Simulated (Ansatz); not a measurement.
# La2S2ClF: complex band structure

Wanted: the relaxed cell of La2S2ClF, its band edges and its decay constants. It is built by putting Cl for part of the F in the LaSF structure of space group P4/nmm, with the volume rescaled by atomic radii. The parent structure comes from the Materials Project.

Program: Ansatz 0.2.0. Level of theory: PBE DFT, plane waves, PAW files, in the first sound run; inputs show where later runs differ. Results are calculated unless marked as measured.

The structure was built from a prototype and need not be the compound's stable phase.

### Step 1. The starting structure

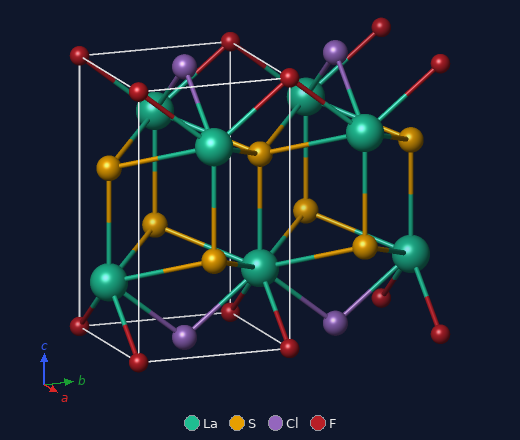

The cell as given, slightly off an axis (lanthanum teal, sulfur orange, chlorine purple, fluorine red). 1×2×1 cells are drawn. Some periodic images of atoms are drawn too.

Coordinates:

```cif
data_structure
_symmetry_space_group_name_H-M 'P 1'
_symmetry_Int_Tables_number 1
_cell_length_a 4.1549
_cell_length_b 4.1549
_cell_length_c 7.1454
_cell_angle_alpha 90.000
_cell_angle_beta 90.000
_cell_angle_gamma 90.000
_cell_volume 123.35
loop_
_atom_site_label
_atom_site_type_symbol
_atom_site_fract_x
_atom_site_fract_y
_atom_site_fract_z
_atom_site_occupancy
La1 La 0.00000 0.50000 0.76997 1
La2 La 0.50000 0.00000 0.23003 1
S3 S 0.50000 0.00000 0.65128 1
S4 S 0.00000 0.50000 0.34872 1
Cl5 Cl 0.50000 0.50000 0.00000 1
F6 F 0.00000 0.00000 0.00000 1
```

### Step 2. Relaxing the new crystal

The substituted atoms don't fit the parent's cell, so cell and atoms relax together. A small smearing keeps the run stable in case the gap closes on the way.

The input, input.yaml:

```yaml
crystal:
  lattice:
    - [4.1548739503, 0.0, 0.0]
    - [0.0, 4.1548739503, 0.0]
    - [0.0, 0.0, 7.1454292711]
  atoms:
    - { symbol: La, position: [0.0, 0.5, 0.76997462] }
    - { symbol: La, position: [0.5, 0.0, 0.23002538] }
    - { symbol: S, position: [0.5, 0.0, 0.65128023] }
    - { symbol: S, position: [0.0, 0.5, 0.34871977] }
    - { symbol: Cl, position: [0.5, 0.5, 0.0] }
    - { symbol: F, position: [0.0, 0.0, 0.0] }
kpoints:
  mp_grid: { grid: [6, 6, 4] }
scf:
  occupations: { method: gaussian, width: 0.03 }
hamiltonian:
  xc: pbe
output:
  forces: true
  stress: true
relax:
  f_tol: 0.02
  max_steps: 60
  cell: {}
```

Command:

```console
ansatz run input.yaml --threads 2 --pin off --max-ram 4096MiB --backend cpu --events-out ev --progress --plain --runs-dir out
```

Numbers of over 12 decimals in the logs are rounded to 6 here.

Output:

```text
Engine: ansatz 0.2.0, aarch64-unknown-linux-gnu
Pseudopotentials: kind: paw
Pseudopotential: La, paw, valence charge 11, recommended cutoff 420 eV (normal), La.paw.azcp
Pseudopotential: S, paw, valence charge 6, recommended cutoff 420 eV (normal), S.paw.azcp
Pseudopotential: Cl, paw, valence charge 7, recommended cutoff 420 eV (normal), Cl.paw.azcp
Pseudopotential: F, paw, valence charge 7, recommended cutoff 420 eV (normal), F.paw.azcp
Functional definition: PBE
  parameter kappa = 0.804
  parameter beta = 0.066725
  exchange = pbe_x(kappa = kappa, mu = beta*pi^2/3)
  correlation = pbe_c(beta = beta)
Crystal: 6 atoms, lattice volume = 123.351 Å³
Basis set: ecut = 420 eV, 2399 PW (Γ), exchange–correlation on 60×60×96 points (8 copies of the dense FFT grid, shifted against one another)
Bands: 30, of which v1, the nominal top of the filled ones, is band 24 counted from 1 (23 counted from 0)
Symmetry: 8 space group operations
Space group: P-4m2 (ITA 115), of the structure as read, at distance tolerance 5.0e-5 Å
k-points: 30 of 144 (time reversal used)
Non-local potential: La, projectors of the file, l = 0: 3, l = 1: 2, l = 2: 2, l = 3: 3
Non-local potential: S, projectors of the file, l = 0: 2, l = 1: 2, l = 2: 2
Non-local potential: Cl, projectors of the file, l = 0: 2, l = 1: 2, l = 2: 2
Non-local potential: F, projectors of the file, l = 0: 2, l = 1: 2, l = 2: 1
PAW form: soft (Blöchl's): semilocal exchange-correlation on the pseudo side does not see the compensation charge
PAW one-centre angular grid: La, 590 points (default); XC on 64 Gauss nodes
PAW one-centre angular grid: S, 110 points (default); XC on 64 Gauss nodes
PAW one-centre angular grid: Cl, 110 points (default); XC on 64 Gauss nodes
PAW one-centre angular grid: F, 110 points (default); XC on 64 Gauss nodes
Initial density: superposition of atomic densities (neutral atoms: chi_scale 0, normalization atom), corrected by the library's trained network
Initial wavefunctions: pseudopotential atomic-orbital guess
Functional: x = pbe(κ = 0.804, μ = 0.219515), c = pbe(β = 0.066725)
SCF iter   1: F=—  HF=-16204.231683 eV  |F-HF|=—  |Δ(HF+E_count)|=         —  Δρ=3.88e-3  dr2=1.79e-2  ethr=1.77e-3  ⟨swp⟩=7.3  Hψ=4481  notcnv=0
preconditioner: auto → Resta (q_TF=auto, 2.331 Å⁻¹)  ε∞=5.0  [insulator: Δε(μ)=1.280 eV  Ē_g=10.884 eV  σ=0.030 eV  W_gap=1.00  n_scr=36 (ndim 8)  ℏωp=21.7 eV  f_vac=0.000  D(μ)=0.00/eV (n_scr^D=0)  ε∞_Penn≈5.0]
SCF iter   2: F=—  HF=-16204.232188 eV  |F-HF|=—  |Δ(HF+E_count)|=   5.05e-4  Δρ=1.96e-3  dr2=2.93e-3  ethr=3.74e-5  ⟨swp⟩=2.8  Hψ=1678  notcnv=0  defer=33
SCF iter   3: F=—  HF=-16204.233769 eV  |F-HF|=—  |Δ(HF+E_count)|=   1.58e-3  Δρ=8.26e-4  dr2=4.82e-4  ethr=6.10e-6  ⟨swp⟩=2.3  Hψ=1621  notcnv=0  defer=33
SCF iter   4: F=—  HF=-16204.233870 eV  |F-HF|=—  |Δ(HF+E_count)|=   1.01e-4  Δρ=2.72e-4  dr2=4.27e-5  ethr=1.01e-6  ⟨swp⟩=2.0  Hψ=1449  notcnv=0  defer=33
SCF iter   5: F=—  HF=-16204.234156 eV  |F-HF|=—  |Δ(HF+E_count)|=   2.86e-4  Δρ=3.72e-5  dr2=2.03e-6  ethr=8.90e-8  ⟨swp⟩=2.0  Hψ=1527  notcnv=0  defer=35
SCF iter   6: F=—  HF=-16204.234157 eV  |F-HF|=—  |Δ(HF+E_count)|=   1.18e-6  Δρ=1.36e-5  dr2=2.05e-7  ethr=4.23e-9  ⟨swp⟩=2.0  Hψ=1521  notcnv=0  defer=35
SCF iter   7: F=-16204.234157 eV  HF=-16204.234157 eV  |F-HF|=1.80e-9  |Δ(HF+E_count)|=   1.36e-7  Δρ=2.08e-6  dr2=6.70e-9  ethr=2.08e-10  ⟨swp⟩=4.0  Hψ=3181  notcnv=0
SCF 1 converged in 7 iterations: F = -16204.234157 eV  dr2 = 6.70e-9
  greatest PAW one-centre occupation: 0.972 electrons in one spin orbital (limit 2), on the La atom at site 1 (counted from 0), in its partial waves of l = 0
relax step   1: F+E_penalty+E_count = -16204.23415732 eV  Δ(F+E_penalty+E_count) = +0.000e0 eV  max|allowed force component| = 2.858e0 eV/Å  Δτ_max = 0.0000 Å  P = +6.915 GPa  Ω = 123.351 Å³  (7 SCF iters, dr2 threshold 1.00e-7 eV, accepted)
Crystal: 6 atoms, lattice volume = 128.412 Å³
Basis set: ecut = 420 eV, 2477 PW (Γ), exchange–correlation on 60×60×96 points (8 copies of the dense FFT grid, shifted against one another)
Initial density: handed on by an earlier stage of this run
Initial wavefunctions: those handed on with the density
iter 1 solved again at ethr=9.76e-4 eV; its pass at ethr=3.10e-3 eV (dr2=4.69e-1 eV) is discarded
SCF iter   1: F=—  HF=-16205.041611 eV  |F-HF|=—  |Δ(HF+E_count)|=         —  Δρ=1.35e-2  dr2=4.72e-1  ethr=9.76e-4  ⟨swp⟩=1.0  Hψ=7336  notcnv=0
preconditioner: auto → Resta (q_TF=auto, 2.316 Å⁻¹)  ε∞=5.0  [insulator: Δε(μ)=1.235 eV  Ē_g=10.605 eV  σ=0.030 eV  W_gap=1.00  n_scr=36 (ndim 8)  ℏωp=21.2 eV  f_vac=0.000  D(μ)=0.00/eV (n_scr^D=0)  ε∞_Penn≈5.0]
SCF iter   2: F=—  HF=-16204.946456 eV  |F-HF|=—  |Δ(HF+E_count)|=   9.52e-2  Δρ=6.71e-3  dr2=8.16e-2  ethr=9.76e-4  ⟨swp⟩=4.3  Hψ=1591  notcnv=0
SCF iter   3: F=—  HF=-16204.934580 eV  |F-HF|=—  |Δ(HF+E_count)|=   1.19e-2  Δρ=3.34e-3  dr2=1.13e-2  ethr=1.70e-4  ⟨swp⟩=4.2  Hψ=2123  notcnv=0  defer=15
SCF iter   4: F=—  HF=-16204.932661 eV  |F-HF|=—  |Δ(HF+E_count)|=   1.92e-3  Δρ=1.07e-3  dr2=9.94e-4  ethr=2.36e-5  ⟨swp⟩=2.0  Hψ=1550  notcnv=0  defer=16
SCF iter   5: F=—  HF=-16204.932931 eV  |F-HF|=—  |Δ(HF+E_count)|=   2.70e-4  Δρ=1.62e-4  dr2=3.56e-5  ethr=2.07e-6  ⟨swp⟩=2.0  Hψ=1395  notcnv=0  defer=16
SCF iter   6: F=—  HF=-16204.933255 eV  |F-HF|=—  |Δ(HF+E_count)|=   3.25e-4  Δρ=3.67e-5  dr2=2.39e-6  ethr=7.41e-8  ⟨swp⟩=2.0  Hψ=1536  notcnv=0  defer=16
SCF iter   7: F=-16204.933256 eV  HF=-16204.933256 eV  |F-HF|=2.72e-8  |Δ(HF+E_count)|=   1.12e-6  Δρ=7.95e-6  dr2=1.41e-7  ethr=1.25e-9  ⟨swp⟩=5.0  Hψ=3494  notcnv=0
SCF 2 converged in 7 iterations: F = -16204.933256 eV  dr2 = 1.41e-7
relax step   2: F+E_penalty+E_count = -16204.93325630 eV  Δ(F+E_penalty+E_count) = -6.991e-1 eV  max|allowed force component| = 2.360e-1 eV/Å  Δτ_max = 0.1959 Å  P = +1.501 GPa  Ω = 128.412 Å³  energy of the carried Pulay correction = -3.078e-3 eV  (7 SCF iters, dr2 threshold 6.00e-7 eV, accepted)
Crystal: 6 atoms, lattice volume = 131.202 Å³
Basis set: ecut = 420 eV, 2537 PW (Γ), exchange–correlation on 60×60×96 points (8 copies of the dense FFT grid, shifted against one another)
iter 1 solved again at ethr=5.30e-5 eV; its pass at ethr=3.10e-3 eV (dr2=2.54e-2 eV) is discarded
SCF iter   1: F=—  HF=-16204.975616 eV  |F-HF|=—  |Δ(HF+E_count)|=         —  Δρ=4.20e-3  dr2=2.64e-2  ethr=5.30e-5  ⟨swp⟩=2.5  Hψ=7376  notcnv=0
preconditioner: auto → Resta (q_TF=auto, 2.307 Å⁻¹)  ε∞=5.0  [insulator: Δε(μ)=1.206 eV  Ē_g=10.469 eV  σ=0.030 eV  W_gap=1.00  n_scr=36 (ndim 8)  ℏωp=21.0 eV  f_vac=0.000  D(μ)=0.00/eV (n_scr^D=0)  ε∞_Penn≈5.0]
SCF iter   2: F=—  HF=-16204.970766 eV  |F-HF|=—  |Δ(HF+E_count)|=   4.85e-3  Δρ=2.28e-3  dr2=4.46e-3  ethr=5.30e-5  ⟨swp⟩=3.2  Hψ=1797  notcnv=0
SCF iter   3: F=—  HF=-16204.970376 eV  |F-HF|=—  |Δ(HF+E_count)|=   3.90e-4  Δρ=9.61e-4  dr2=1.38e-3  ethr=9.30e-6  ⟨swp⟩=2.1  Hψ=1582  notcnv=0
SCF iter   4: F=—  HF=-16204.970297 eV  |F-HF|=—  |Δ(HF+E_count)|=   7.96e-5  Δρ=3.07e-4  dr2=1.32e-4  ethr=2.88e-6  ⟨swp⟩=2.1  Hψ=1350  notcnv=0
SCF iter   5: F=—  HF=-16204.970666 eV  |F-HF|=—  |Δ(HF+E_count)|=   3.69e-4  Δρ=7.17e-5  dr2=6.20e-6  ethr=2.75e-7  ⟨swp⟩=2.0  Hψ=1656  notcnv=0
SCF iter   6: F=-16204.970669 eV  HF=-16204.970669 eV  |F-HF|=1.89e-7  |Δ(HF+E_count)|=   3.42e-6  Δρ=1.82e-5  dr2=5.33e-7  ethr=1.25e-9  ⟨swp⟩=4.0  Hψ=3939  notcnv=0
SCF 3 converged in 6 iterations: F = -16204.970669 eV  dr2 = 5.33e-7
  greatest PAW one-centre occupation: 0.972 electrons in one spin orbital (limit 2), on the La atom at site 0 (counted from 0), in its partial waves of l = 0
relax step   3: F+E_penalty+E_count = -16204.97066926 eV  Δ(F+E_penalty+E_count) = -3.741e-2 eV  max|allowed force component| = 3.254e-1 eV/Å  Δτ_max = 0.0979 Å  P = -0.197 GPa  Ω = 131.202 Å³  energy of the carried Pulay correction = -4.722e-3 eV  (6 SCF iters, dr2 threshold 6.00e-7 eV, accepted)
[...]
relax step   4: F+E_penalty+E_count = -16204.98640141 eV  Δ(F+E_penalty+E_count) = -1.573e-2 eV  max|allowed force component| = 1.939e-2 eV/Å  Δτ_max = 0.0438 Å  P = -0.041 GPa  Ω = 130.713 Å³  energy of the carried Pulay correction = -4.437e-3 eV  (6 SCF iters, dr2 threshold 6.00e-7 eV, accepted)
[...]
relax step   5: F+E_penalty+E_count = -16204.98674274 eV  Δ(F+E_penalty+E_count) = -3.413e-4 eV  max|allowed force component| = 1.186e-2 eV/Å  Δτ_max = 0.0016 Å  P = +0.028 GPa  Ω = 130.567 Å³  energy of the carried Pulay correction = -4.351e-3 eV  (5 SCF iters, dr2 threshold 5.04e-8 eV, accepted)
[...]
relax step   6: F+E_penalty+E_count = -16204.99468279 eV  Δ(F+E_penalty+E_count) = -7.940e-3 eV  max|allowed force component| = 1.242e-2 eV/Å  Δτ_max = 0.0000 Å  P = +0.141 GPa  Ω = 130.567 Å³  stress off target by 2.51e-1 GPa  SCF on the basis re-selected at this cell (its energy is not comparable with the rows above)  (6 SCF iters)
[...]
relax step   7: F+E_penalty+E_count = -16204.99471545 eV  Δ(F+E_penalty+E_count) = -3.266e-5 eV  max|allowed force component| = 3.012e-3 eV/Å  Δτ_max = 0.0014 Å  P = -0.033 GPa  Ω = 130.843 Å³  energy of the carried Pulay correction = -1.593e-4 eV  (5 SCF iters, dr2 threshold 1.58e-7 eV, accepted)
iter 1 solved again at ethr=4.77e-7 eV; its pass at ethr=3.10e-3 eV (dr2=2.29e-4 eV) is discarded
SCF iter   1: F=—  HF=-16204.994792 eV  |F-HF|=—  |Δ(HF+E_count)|=         —  Δρ=1.54e-5  dr2=8.46e-8  ethr=4.77e-7  ⟨swp⟩=4.0  Hψ=6585  notcnv=0
eigensolver tolerance schedule: the retry pair's looser diagonalisation over-reported the residual by 2706.16 of it (diagonalisation noise at 0.71 of the residual, at the tolerance the schedule requests for it); recorded, not acted on — ethr = c·dr2/N_el stays at c = 1.0e-1
preconditioner: auto → Resta (q_TF=auto, 2.308 Å⁻¹)  ε∞=5.1  [insulator: Δε(μ)=1.187 eV  Ē_g=10.430 eV  σ=0.030 eV  W_gap=1.00  n_scr=36 (ndim 8)  ℏωp=21.0 eV  f_vac=0.000  D(μ)=0.00/eV (n_scr^D=0)  ε∞_Penn≈5.1]
SCF iter   2: F=—  HF=-16204.994902 eV  |F-HF|=—  |Δ(HF+E_count)|=   1.10e-4  Δρ=7.76e-6  dr2=3.61e-8  ethr=1.76e-10  ⟨swp⟩=2.9  Hψ=1816  notcnv=0
SCF iter   3: F=—  HF=-16204.994902 eV  |F-HF|=—  |Δ(HF+E_count)|=   1.08e-7  Δρ=3.86e-6  dr2=9.75e-9  ethr=7.52e-11  ⟨swp⟩=2.0  Hψ=1410  notcnv=0
SCF iter   4: F=—  HF=-16204.994902 eV  |F-HF|=—  |Δ(HF+E_count)|=   2.45e-8  Δρ=6.77e-7  dr2=6.71e-10  ethr=2.03e-11  ⟨swp⟩=2.0  Hψ=1425  notcnv=0
SCF iter   5: F=—  HF=-16204.994902 eV  |F-HF|=—  |Δ(HF+E_count)|=  7.35e-10  Δρ=2.13e-7  dr2=1.07e-10  ethr=1.40e-12  ⟨swp⟩=2.0  Hψ=1567  notcnv=0
SCF iter   6: F=-16204.994902 eV  HF=-16204.994902 eV  |F-HF|=0.00e0  |Δ(HF+E_count)|=  4.37e-11  Δρ=6.03e-8  dr2=4.99e-12  ethr=1.00e-12  ⟨swp⟩=4.7  Hψ=3271  notcnv=0
SCF 8 converged in 6 iterations: F = -16204.994902 eV  dr2 = 4.99e-12
relax step   8: F+E_penalty+E_count = -16204.99490166 eV  Δ(F+E_penalty+E_count) = -1.862e-4 eV  max|allowed force component| = 2.992e-3 eV/Å  Δτ_max = 0.0000 Å  P = -0.032 GPa  Ω = 130.843 Å³  stress off target by 3.45e-2 GPa  SCF on the basis re-selected at this cell (its energy is not comparable with the rows above)  (6 SCF iters)
basis re-selected at this cell: Δ(F+E_penalty+E_count) = -1.862e-4 eV, ΔP = +0.001 GPa vs the last step (what re-selecting the basis moved, of the pressure what is left beyond the Pulay correction that the steps carried, after the strain that the cell walked since its last selection, with what the two solves' SCF thresholds leave and, on support functions, any second-order correction that the steps lacked; it is no m [...]
SCF converged after 6 iterations
Free energy (F): -16204.994902 eV
Harris-Foulkes:  -16204.994902 eV  (|F-HF|=0.00e0)
Internal energy: -16204.994902 eV  (E = F + TS)
E sigma→0 (E₀):  -16204.994902 eV
Fermi energy:    8.954057 eV
--- Per-component energies (eV) ---
  E_band       = -85.961853
  E_kinetic    = 964.106786
  E_local      = -1646.975110  (includes V_loc(G=0)·N_el)
  E_nonlocal   = 350.979423
  E_hartree    = 572.095511
  E_xc         = -661.721469
  E_vxc        = -696.724043  (∫ρ·V_xc dr)
  E_paw        = -12894.313734  (= ΣΔE_a)
  E_vpaw       = -201.542124  (= ΣTr[D̂ρ^β])
  E_aug_tail   = 0.002137  (compensation charges beyond the density's cutoff)
  E_ewald      = -2889.168447
  E_smearing   = -0.000000  (= −TS)
  E_closure    = -0.000000  (closes the sum)
  Σ components = -16204.994902   (vs F -16204.994902, Δ=0.00e0)
--- Forces (eV/Å), atoms counted from 1 ---
  atom   1  La     0.00000000    -0.00000000    -0.00261840
  atom   2  La     0.00000000    -0.00000000     0.00261840
  atom   3  S      0.00000000     0.00000000    -0.00299209
  atom   4  S      0.00000000     0.00000000     0.00299209
  atom   5  Cl     0.00000000    -0.00000000     0.00000000
  atom   6  F      0.00000000    -0.00000000     0.00000000
  max |Σ_I F_I| component: 4.81e-17 eV/Å
--- Stress (GPa, compression-positive) ---
       -0.031231      -0.000000      -0.000000
       -0.000000      -0.031231      -0.000000
       -0.000000      -0.000000      -0.034526
  P = ⅓ Tr σ = -0.0323 GPa (-0.323 kbar)
--- Relaxed structure (6 steps of the walk, 6 accepted, 2 SCFs on fresh bases) ---
  F+E_penalty+E_count = -16204.99490166 eV   max|allowed force component| = 2.992e-3 eV/Å   (the final SCF, on the basis selected at the relaxed cell)
  cell:  # Å, volume = 130.8434 Å³
    - [4.166957, 0, 0]
    - [0, 4.166957, 0.0]
    - [0, 0.0, 7.535531]
  atoms:
    - { symbol: La, position: [0, 0.5, 0.743092] }
    - { symbol: La, position: [0.5, 0, 0.256908] }
    - { symbol: S, position: [0.5, 0, 0.642604] }
    - { symbol: S, position: [0, 0.5, 0.357396] }
    - { symbol: Cl, position: [0.5, 0.5, -2.427738642649465e-19] }
    - { symbol: F, position: [0, 0, -2.427738642649465e-19] }
```

Run time: 39 s. Hardware: 2 threads of Arm Neoverse V2, shared host; peak memory 0.42 GiB.

Relaxation path:

| step | energy less that of the first step (eV) | largest force component (eV/Å) | pressure (GPa) | volume (Å³) |
| --- | --- | --- | --- | --- |
| 1 | 0.0000 | 2.8582 | 6.92 | 123.35 |
| 2 | -0.6991 | 0.2360 | 1.50 | 128.41 |
| 3 | -0.7365 | 0.3254 | -0.20 | 131.20 |
| 4 | -0.7522 | 0.0194 | -0.04 | 130.71 |
| 5 | -0.7526 | 0.0119 | 0.03 | 130.57 |
| 6* | -0.7605 | 0.0124 | 0.14 | 130.57 |
| 7 | -0.7606 | 0.0030 | -0.03 | 130.84 |
| 8* | -0.7607 | 0.0030 | -0.03 | 130.84 |

Relaxation steps marked * repeat the geometry before them on a plane-wave basis chosen anew for their cell, so energy and pressure can jump there.

Forces are held to the 8 operations that the run works with; a distortion that breaks them can't arise in this run.

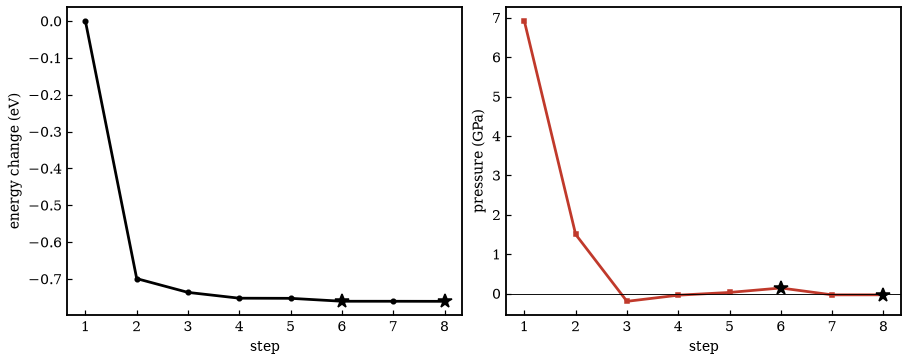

Energy and pressure along the relaxation. Stars mark steps on a basis chosen anew.

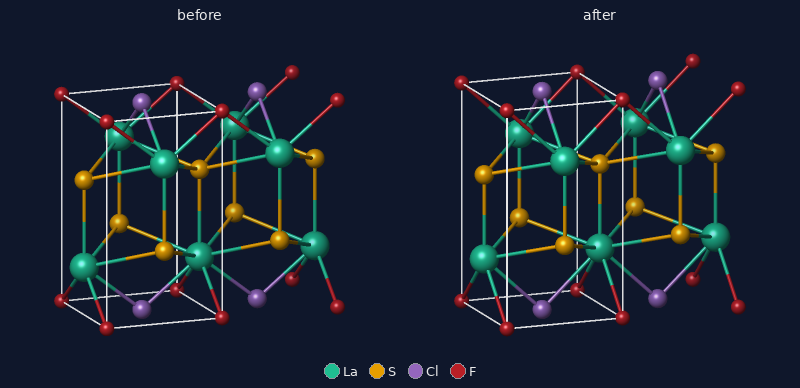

The structure before and after the relaxation, drawn at the same scale.

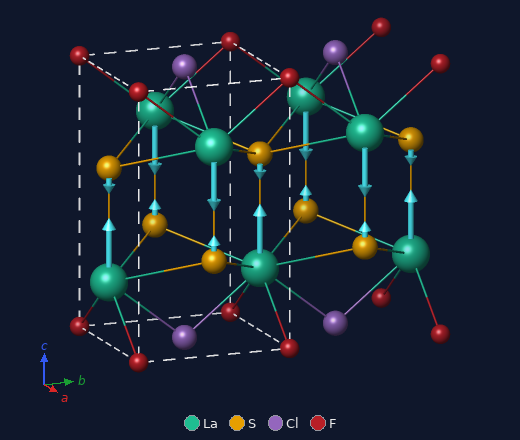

Displacements in the relaxation, exaggerated, measured against the changing cell; the longest in the cell stands for 0.20 Å. 1×2×1 cells are drawn. Some periodic images of atoms are drawn too.

| conventional cell, symmetrised | before | after | change |
| --- | --- | --- | --- |
| a (Å) | 4.155 | 4.167 | +0.3 % |
| b (Å) | 4.155 | 4.167 | +0.3 % |
| c (Å) | 7.145 | 7.536 | +5.5 % |
| volume (Å³/atom) | 20.56 | 21.81 | +6.1 % |

The atoms that moved most (Å, as changes of fractional coordinates times the final cell):

| atom | dx | dy | dz | length |
| --- | --- | --- | --- | --- |
| La2 | 0.000 | 0.000 | 0.203 | 0.203 |
| La1 | 0.000 | 0.000 | -0.203 | 0.203 |
| S3 | 0.000 | 0.000 | -0.065 | 0.065 |
| S4 | 0.000 | 0.000 | 0.065 | 0.065 |

Numbers from this step:

* free energy: -16204.9949 eV
* Fermi energy: 8.954 eV
* pressure: -0.03233 GPa

The largest force component on a free atom ends at 0.0030 eV/Å.

[end of part 1 of 3]

[Logs are printed without paths, hosts, clocks, repeated set-up lines and the standing remarks that a program may print on its own settings, such as how far it seeks lower states.]

[Hosts, paths, dates, database ids (printed as entryN), source tags and the programs' standing remarks are cut or masked in the printed files.]
